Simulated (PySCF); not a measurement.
System (SMILES): Cl (HCl).
Geometry (B3LYP-D3(BJ)/def2-TZVP, fixed):
```
Cl
H 1 1.2820
```

Basis-set convergence of the lowest singlet excitation energy at CAM-B3LYP with PySCF. Tamm-Dancoff approximation; the state is taken by its order, and sets in which it differs in degeneracy or brightness are left out, yet its character can still change. All functions are spherical. Density fitting with generated auxiliary sets. No added dispersion term, no relativity. Reference: the value in aug-pcseg-3, 7.470 eV, itself unsure by roughly 0.014 eV (its mean distance from aug-cc-pV(Q+d)Z, aug-pcseg-2, aug-cc-pV(T+d)Z). Deviations are taken from unrounded values. Cost is core time over that of def2-TZVPD, rough, on shared machines of one kind; a dash marks a row that isn't timed (too short, read off another run, short of memory, by another algorithm or on other hardware).

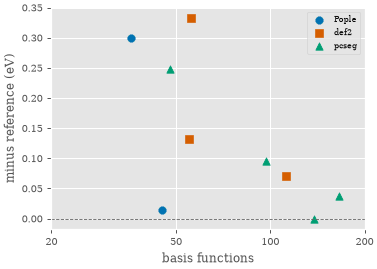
Figure: Deviation from the reference against the number of basis functions, by family of sets.

```json
[
 {"basis": "6-311+G**", "functions": "36", "lowest singlet excitation energy (eV)": "7.770", "minus reference (eV)": "0.300", "cost": "-"},
 {"basis": "6-311++G(2d,2p)", "functions": "45", "lowest singlet excitation energy (eV)": "7.484", "minus reference (eV)": "0.014", "cost": "0.6×"},
 {"basis": "pcseg-2", "functions": "48", "lowest singlet excitation energy (eV)": "7.718", "minus reference (eV)": "0.248", "cost": "-"},
 {"basis": "def2-TZVPD", "functions": "55", "lowest singlet excitation energy (eV)": "7.602", "minus reference (eV)": "0.131", "cost": "1×"},
 {"basis": "def2-TZVPP", "functions": "56", "lowest singlet excitation energy (eV)": "7.804", "minus reference (eV)": "0.333", "cost": "0.9×"},
 {"basis": "pcseg-3", "functions": "97", "lowest singlet excitation energy (eV)": "7.566", "minus reference (eV)": "0.096", "cost": "2×"},
 {"basis": "def2-QZVPPD", "functions": "112", "lowest singlet excitation energy (eV)": "7.540", "minus reference (eV)": "0.070", "cost": "4×"},
 {"basis": "aug-pcseg-3", "functions": "138", "lowest singlet excitation energy (eV)": "7.470", "minus reference (eV)": "0.000", "cost": "7×"},
 {"basis": "pcseg-4", "functions": "166", "lowest singlet excitation energy (eV)": "7.507", "minus reference (eV)": "0.037", "cost": "10×"}
]
```
